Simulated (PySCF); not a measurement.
Input

```
{"job": {"kind": "nmr", "xc": "PBE0", "basis": "pcSseg-1", "solvent": "chloroform", "pop": false}, "charge": -1, "multiplicity": 1}
C     -1.232278    -0.453743    -0.115559
Si     0.321317     0.648265     0.173540
F      0.012835     1.412615    -1.300655
F      1.365998     1.920705     0.512927
F      0.029065     0.562948     1.835184
C      1.693575    -0.635837    -0.183062
N      2.488170    -1.453330    -0.411392
H     -1.251733    -1.308837     0.580348
H     -2.152570     0.133955     0.060896
H     -1.274379    -0.826741    -1.152228
```

Run with:

```sh
OMP_NUM_THREADS=1 python ens_run.py task.json out
```

Geometry: B3LYP-D3(BJ)/def2-SVP; a saddle point, not a minimum.

These are results of PySCF, PBE0/pcSseg-1, SCF density, in a chloroform solvent model, non-relativistic, not measurements.

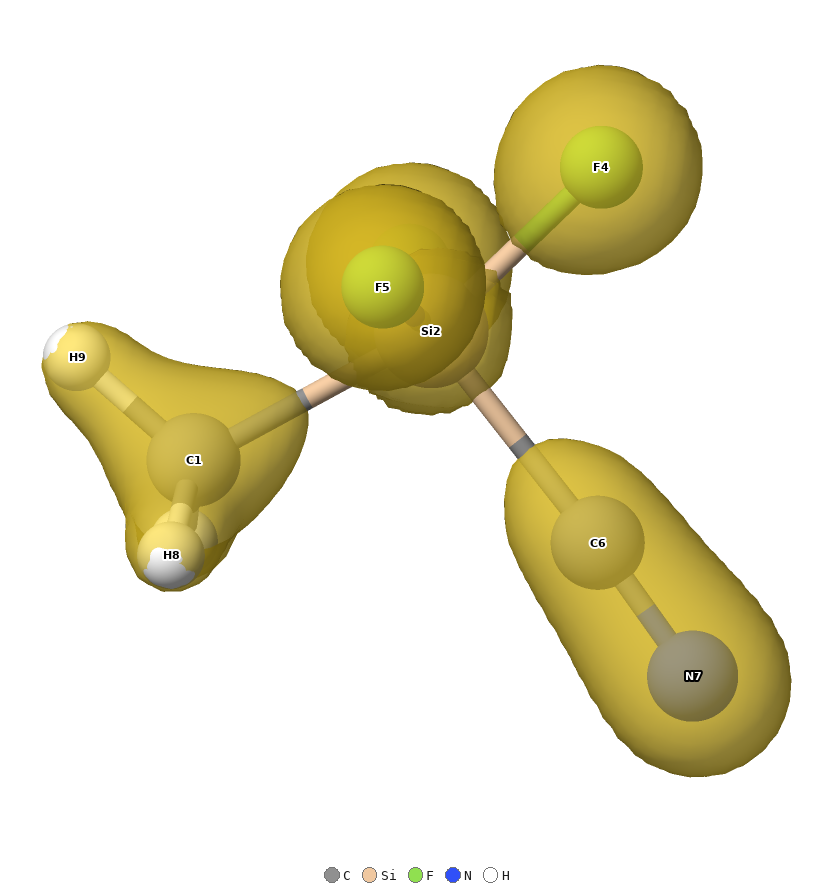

C2H3F3NSi (SMILES C[Si-](F)(F)(F)C#N) (charge −1). Isosurface of the electron density at 1 e/Å³ (yellow), seen across its widest extent.

How is the density connected at this value?

Answer. At this value the surface falls into six separate pieces. It bridges the sampled C–N (1.16 Å) and C–H (1.10 Å) contacts, where the density stays above the isovalue. It is pinched off along the sampled Si–F (1.68 Å) and C–Si (1.91 Å) contacts. On the grid the lowest density along these lines, outside the cores, is 3.2 e/Å³ (C–N, 1.16 Å), 0.78 e/Å³ (Si–F, 1.68 Å), 0.67 e/Å³ (C–Si, 1.91 Å) and 1.8 e/Å³ (C–H, 1.10 Å).
